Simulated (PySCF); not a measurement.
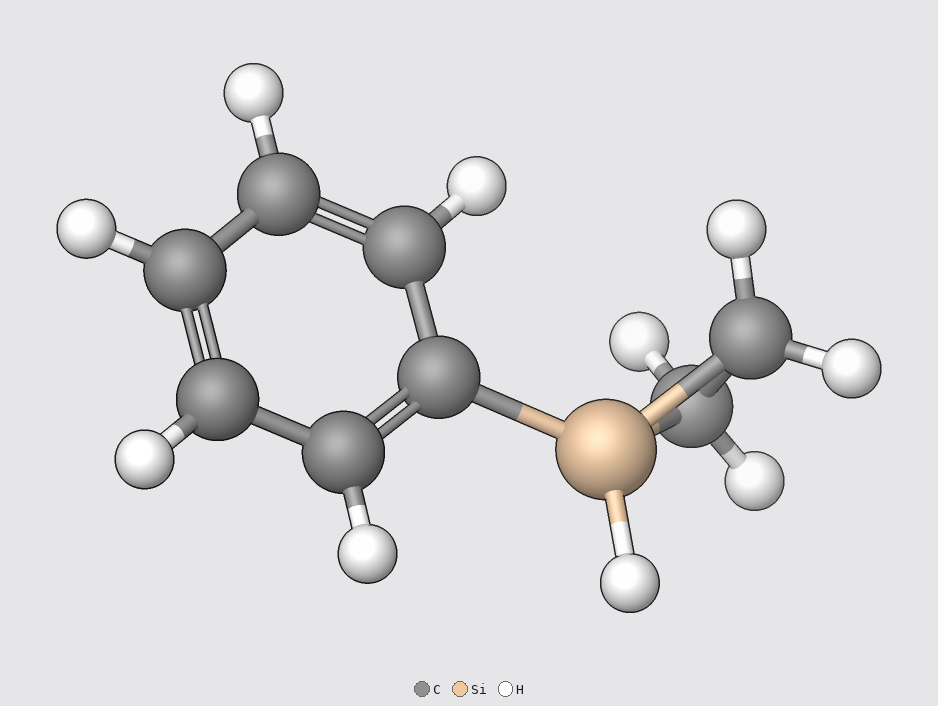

Multiple sticks mark multiple bonds (one Kekulé form).

Give the formula.

Answer. C8H10Si, 19 atoms: 8 carbon, 10 hydrogen and 1 silicon.

Name some functional groups or characteristic bonds that it holds.

Answer. Among them: Si–H bond.

Write the SMILES.

Answer. c1ccc([SiH]2CC2)cc1

How many bonds of each kind are drawn?

Answer. 9 C–H, 7 C–C, 3 C–Si, 1 Si–H.

Does it have rings?

Answer. Independent rings (smallest set): 1 of 3 members, 1 of 6 members, 1 of them aromatic.

The parts below concern this one geometry. Atoms keep their numbers from picture to picture. The computed structure is the end point of a PBE0-D3(BJ)/def2-SVP optimisation. No frequency run is at hand to confirm it as a minimum.

**Shape**

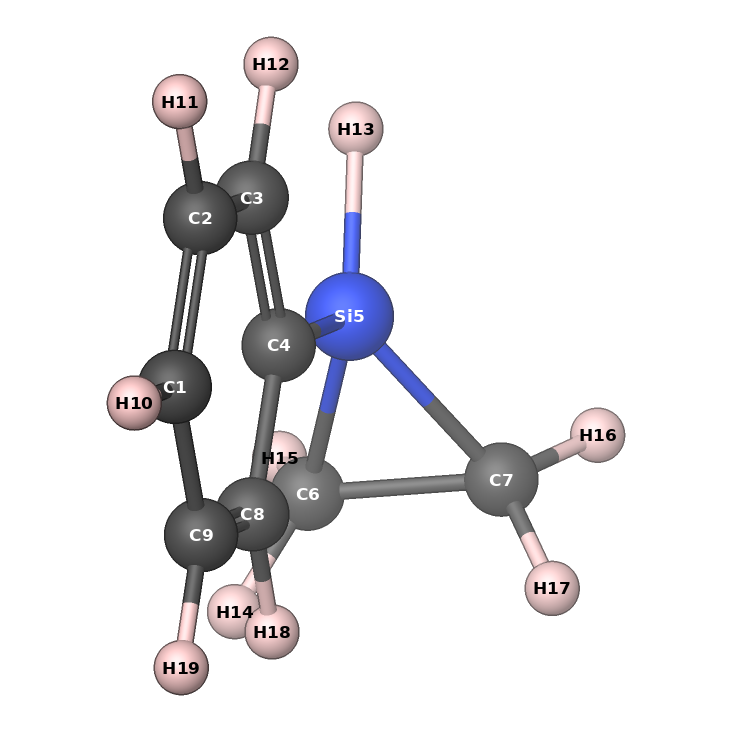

Si5 lies behind C4. The molecule seen a little off the C4–Si5 bond, C4 in front. Atoms fade into the background with distance from the viewer. No frequency run is at hand to confirm it as a minimum.

What is the torsion angle C3–C4–Si5–C6? The sign is positive where the front bond must turn clockwise to cover the back bond.

Answer. −158°, antiperiplanar (anti).

**Dipole moment**

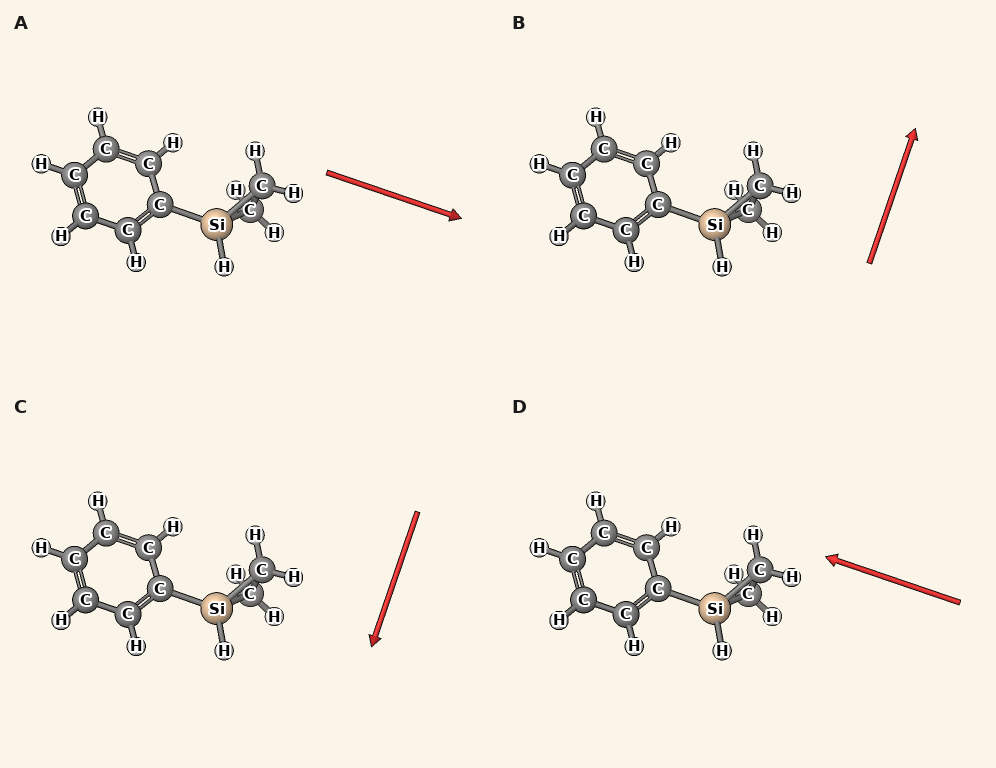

The same molecule four times, each with an arrow. No frequency run is at hand to confirm it as a minimum. Level of theory: PBE0/pcSseg-1 in methanol (IEF-PCM) (PySCF 2.14.0).

Which arrow points along the dipole moment, from the negative to the positive end?

Answer. D. The dipole moment is 0.95 D.

**Bond orders**

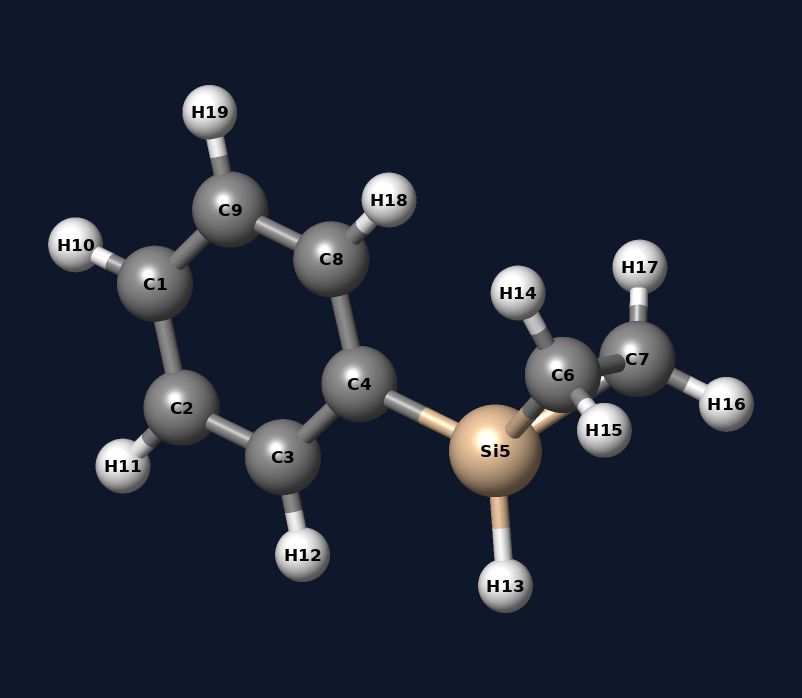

Every bond is drawn as one stick. No frequency run is at hand to confirm it as a minimum. Level of theory: PBE0/pcSseg-1 (PySCF 2.14.0).

List the Mayer bond orders of C1–C2, C1–C9, C2–C3, C3–C4, C4–Si5, C4–C8, Si5–C6, Si5–C7, C6–C7, C8–C9 (bonds between heavy atoms, one of each equivalent set).

```
  bond  Mayer order  length (Å)
 C1–C2         1.43       1.393
 C1–C9         1.42       1.395
 C2–C3         1.44       1.394
 C3–C4         1.41       1.403
C4–Si5         0.88       1.863
 C4–C8         1.40       1.404
Si5–C6         0.96       1.859
Si5–C7         0.95       1.861
 C6–C7         0.89       1.540
 C8–C9         1.46       1.392
```

**NMR shielding**

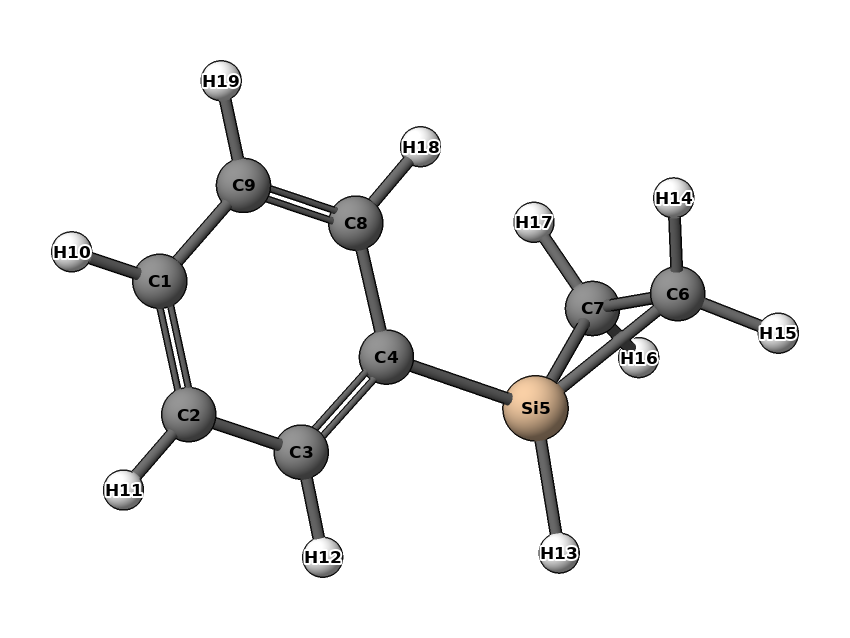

The questions are on isotropic NMR shieldings of the H atoms. No frequency run is at hand to confirm it as a minimum. Level of theory: GIAO PBE0/pcSseg-1 NMR shielding, non-relativistic, gas phase (PySCF 2.14.0).

List the isotropic NMR shieldings of the H atoms.

| atom | σ (ppm) |
| --- | --- |
| H10 | 23.83 |
| H11 | 23.84 |
| H12 | 23.45 |
| H13 | 27.67 |
| H14 | 30.43 |
| H15 | 30.48 |
| H16 | 30.52 |
| H17 | 30.54 |
| H18 | 24.05 |
| H19 | 23.87 |
